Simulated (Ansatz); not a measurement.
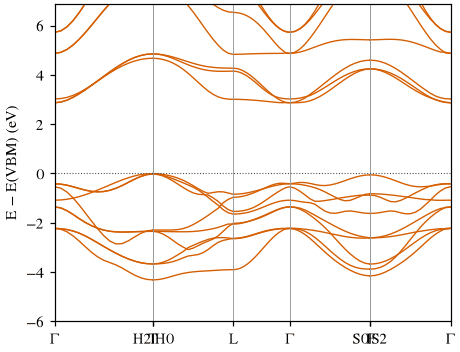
*Band structure from DFT-r²SCAN in the program Ansatz with PAW potentials*

The gap is 2.87 eV; an edge lies off the plotted path or next to a special point (maximum at T, minimum off the standard path).

The material is BaTiO3 in space group R3m (No. 160; Ba on 3a, Ti on 3a, O on 9b).

This is a known low-temperature phase of the composition, computed here at zero pressure and temperature. The r²SCAN relaxation kept the symmetry of its start; of distortions, only those at the zone centre were tested. The run is not spin-polarised. Scalar-relativistic: spin–orbit coupling is off unless named, which matters more the heavier the elements.

Potentials: the earlier of the program's two PAW sets.
